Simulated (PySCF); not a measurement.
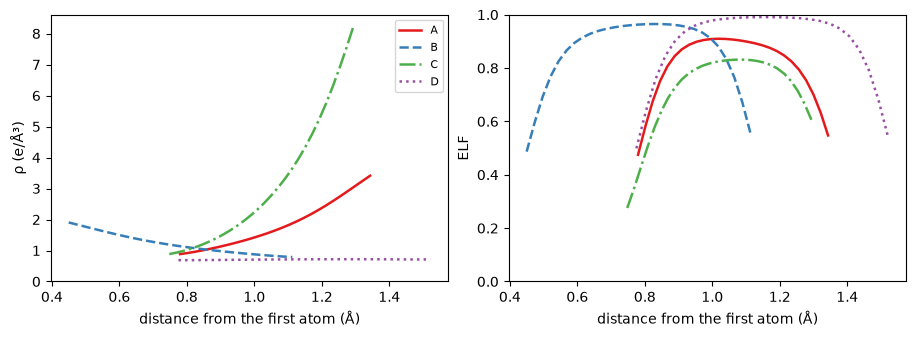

*CH10FNSi3 (SMILES C[SiH2]N[SiH2][SiH2]F). Total electron density and electron localisation function along straight lines between neighbouring atoms. The curves leave out the atomic cores.*

Geometry: GFN2-xTB.

These are results of PySCF 2.14.0, PBE0/pcSseg-1, SCF density, gas phase, non-relativistic, not measurements.

Input file:

```
{"job": {"kind": "nmr", "xc": "PBE0", "basis": "pcSseg-1"}, "charge": 0, "multiplicity": 1}
C     -2.888667     0.837545     0.335238
Si    -1.703911    -0.619702     0.578477
N     -0.118756    -0.058357     0.158908
Si     1.353160    -0.973280     0.141550
Si     3.064525     0.557574     0.190864
F      4.441537    -0.288941     0.140888
H     -3.893861     0.563196     0.637865
H     -2.591699     1.698885     0.926466
H     -2.934683     1.148810    -0.704575
H     -2.096747    -1.747973    -0.275413
H     -1.661978    -1.046546     1.979823
H     -0.092072     0.837202    -0.301360
H      1.380758    -1.868055    -1.033873
H      1.275825    -1.855188     1.313190
H      3.244518     1.370037     1.394021
H      3.214454     1.453739    -0.958513
```

Launched as:

```sh
OMP_NUM_THREADS=1 python probes_run.py task.json out
```

**Which curve belongs to which contact (C–Si, Si–F, Si–N and Si–Si)? The first atom named is at distance zero.**

Curve A: Si–N (1.73 Å): ρ is about 1 e/Å³ halfway; the ELF peaks at about 0.90 between the atoms, as expected for a shared but strongly polarised pair. Curve B: C–Si (1.89 Å): the density is about 0.93 e/Å³ at the midpoint; the ELF peaks at about 0.95 between the atoms: localised, covalent bonding. Curve C: Si–F (1.62 Å): ρ at the midpoint is about 1 e/Å³; the ELF peaks at about 0.85 in the valence shell of F, 0.5 Å from its nucleus, and is about 0.50 at the midpoint. Curve D: Si–Si (2.30 Å): ρ at the midpoint is about 0.72 e/Å³; the ELF peaks at about 1 between the atoms (a shared electron pair).
